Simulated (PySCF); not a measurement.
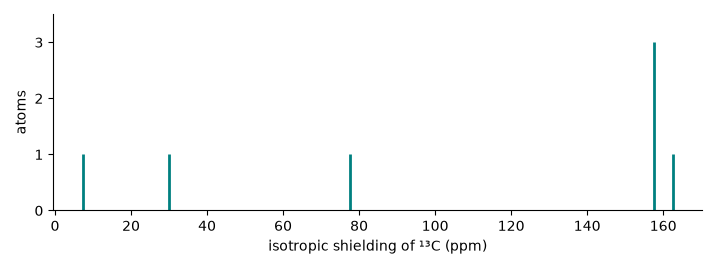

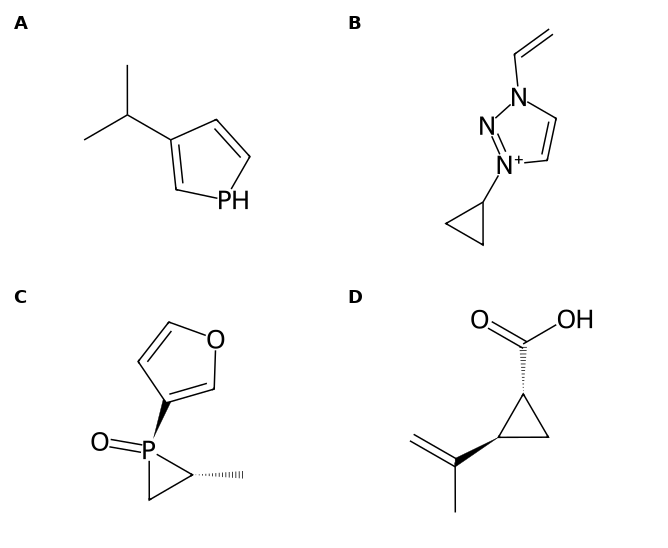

The sticks are computed shieldings of one of the molecules, for one fixed geometry (GFN2-xTB) without averaging over rotations. Low shielding means a high chemical shift. Method: GIAO PBE0/pcSseg-1 NMR shielding, non-relativistic, gas phase (PySCF 2.14.0).

Match the spectrum to a structure.

D, `C=C(C)[C@@H]1C[C@H]1C(=O)O`. Its 7 C atoms give lines at 7.3, 30.0, 77.5, 157.7 (3 atoms), 162.4 ppm.

The geometry is semi-empirical. Around P such bond lengths and angles can be off by a tenth of an ångström or more and by several degrees, and values that hang on the shape move with them.
